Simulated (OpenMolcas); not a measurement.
# CuF: vibrational levels from the curve calculation

- system: CuF
- method: MC-PDFT (tPBE)/ANO-RCC-VDZP, DKH2 (OpenMolcas 26.06)

The geometry comes from this level: PBE0-D4/def2-TZVP.

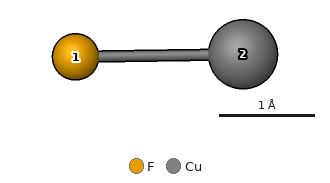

Figure 1. The structure (ball-and-stick view, seen at a tilt; atoms are numbered from 1 in the order of the input). Sticks mark near contacts.

**Summary**

```tsv
quantity	value
outcome	converged
total energy	−1754.390580 hartree
hardware	1 thread of Arm Neoverse V1, 24 GiB of memory available, shared host
peak memory	0.088 GiB
```

**Input**
```
>>> EXPORT MOLCAS_PRINT=2
&VIBROT
RoVibrational
Atoms
0 F 0 Cu
Potential
2.66829 -1754.31189026
2.80057 -1754.34881172
2.93474 -1754.37133136
3.06892 -1754.38374731
3.20120 -1754.38937075
3.33537 -1754.39052348
3.46765 -1754.38864066
3.60182 -1754.38473165
3.73410 -1754.37955735
3.90228 -1754.37188781
4.10260 -1754.36202574
4.33503 -1754.35042630
4.83581 -1754.32769938
5.66918 -1754.30207504
6.66884 -1754.25755261
8.00299 -1754.24435819
10.00421 -1754.24197934
Plot=2.67 10.00 0.1
Grid
199
Range
2.668 10.004
Vibrations
3
Rotations
0 3
Orbital
0
```

Launched with:
```bash
export MOLCAS_MEM=1860
pymolcas step8.inp > step8.log
```

**What the program printed**
```
--- Start Module: vibrot ---

                                              &VIBROT

                       available to each process: 1.9 GB of memory, 1 thread

 Vibration-Rotation spectrum for the FCu  molecule.

 Rotational quantum number range   0  3
 Electronic angular momentum       0
 Vibrational quantum number range  0  2
 Mass of atom  19 F    34631.970383 au
 Mass of atom  63 Cu  114713.639130 au
 Reduced mass          26601.112452 au

 Statistics for numerical integration
 Number of steps           199
 Step length               0.006675
 Radial integration range  2.668000 10.004000 au
 logarithmic range         0.981329  2.302985

 Spectroscopic constants will be computed
 Matrix elements of operators will not be computed

 Potential read from input
       R(au)     E(au)
     2.668290-1754.311890
     2.800570-1754.348812
     2.934740-1754.371331
     3.068920-1754.383747
     3.201200-1754.389371
     3.335370-1754.390523
     3.467650-1754.388641
     3.601820-1754.384732
     3.734100-1754.379557
     3.902280-1754.371888
     4.102600-1754.362026
     4.335030-1754.350426
     4.835810-1754.327699
     5.669180-1754.302075
     6.668840-1754.257553
     8.002990-1754.244358
    10.004210-1754.241979
 A plot file of the potential will be generated
 Generating plot file:VIBPLT0

 Scaling parameter for potential:    1.000000

 extremum points
                        R(au)         Value
 Min point         3.310239  -1754.390580
 Extrapolated value at infinity -1754.239169

 Eigenstates

  Vib. q.n.   Rot. q.n.    Energy
      0           0      0.001306
      1           0      0.003888
      2           0      0.006436
      0           1      0.001309
      1           1      0.003891
      2           1      0.006440
      0           2      0.001316
      1           2      0.003898
      2           2      0.006447
      0           3      0.001326
      1           3      0.003908
      2           3      0.006457

     Rotational constants for vibrational quantum number  0
     B= 3.747835E-01 cm-1     D= 6.479799E-07 cm-1
     Observed and computed term values (cm-1)
       1        7.495645E-01        7.495645E-01        1.286086E-10
       2        2.248678E+00        2.248678E+00       -7.144507E-11
       3        4.497309E+00        4.497309E+00        1.430145E-11

     Rotational constants for vibrational quantum number  1
     B= 3.713298E-01 cm-1     D= 6.481679E-07 cm-1
     Observed and computed term values (cm-1)
       1        7.426570E-01        7.426570E-01       -3.689204E-11
       2        2.227956E+00        2.227956E+00        2.049427E-11
       3        4.455864E+00        4.455864E+00       -4.098943E-12

     Rotational constants for vibrational quantum number  2
     B= 3.678805E-01 cm-1     D= 6.384009E-07 cm-1
     Observed and computed term values (cm-1)
       1        7.357585E-01        7.357585E-01       -2.254585E-11
       2        2.207260E+00        2.207260E+00        1.252332E-11
       3        4.414474E+00        4.414474E+00       -2.503775E-12

     Rotational constants B(nv) and D(nv) in cm-1
       1        3.747835E-01        6.479799E-07
       2        3.713298E-01        6.481679E-07
       3        3.678805E-01        6.384009E-07

     Spectroscopic constants De= 6.520338E-07 cm-1  Betae=-4.789527E-09 cm-1
     Observed and computed D values
       0        6.479799E-07        6.496391E-07       -1.659168E-09
       1        6.481679E-07        6.448495E-07        3.318336E-09
       2        6.384009E-07        6.400600E-07       -1.659168E-09

     Spectroscopic constants Be,Alphae and Gammae
     Be= 3.765121E-01 cm-1    Alphae= 3.458168E-03 cm-1    Gammae= 2.220526E-06
     Observed and computed B values
       0        3.747835E-01        3.747835E-01       -1.443290E-15
       1        3.713298E-01        3.713298E-01       -3.219647E-15
       2        3.678805E-01        3.678805E-01       -4.773959E-15

     Vibrational constants we  = 5.752932E+02 cm-1
                           wexe=-4.552934E+00 cm-1
                           weye= 1.831402E-01 cm-1
     Observed and computed band origins
       0        2.865313E+02        2.865313E+02       -1.136868E-12
       1        8.533138E+02        8.533138E+02       -1.455192E-11
       2        1.412639E+03        1.412639E+03        2.728484E-12

     Spectroscopic constants for F Cu

     Range of J-values used in fit  0  3
     Range of v-values used in fit  0  2

     Re(a)                 1.7517
     De(ev)                4.1201
     D0(ev)                4.0846
     we(cm-1)        5.752932E+02
     wexe(cm-1)     -4.552934E+00
     weye(cm-1)      1.831402E-01
     Be(cm-1)        3.765121E-01
     Alphae(cm-1)    3.458168E-03
     Gammae(cm-1)    2.220526E-06
     Dele(cm-1)      6.520338E-07
     Betae(cm-1)    -4.789527E-09

     Max deviation in term values is  4.78E-07 cm(-1)

     Term values(observed and computed) in cm(-1)

 J-value         0                     1                     2                     3

 v-value
     0    286.53    286.53      287.28    287.28      288.78    288.78      291.03    291.03
     1    853.31    853.31      854.06    854.06      855.54    855.54      857.77    857.77
     2   1412.64   1412.64     1413.37   1413.37     1414.85   1414.85     1417.05   1417.05

     observed G-values in cm(-1)

     v      G(v)     deltaG(v+1/2)
     0     286.53
                        566.78
     1     853.31
                        559.32
     2    1412.64
--- Stop Module: vibrot /rc=_RC_ALL_IS_WELL_ ---

.##################.
.# Happy landing! #.
.##################.

    Timing: Wall=0.05 User=0.02 System=0.01
```
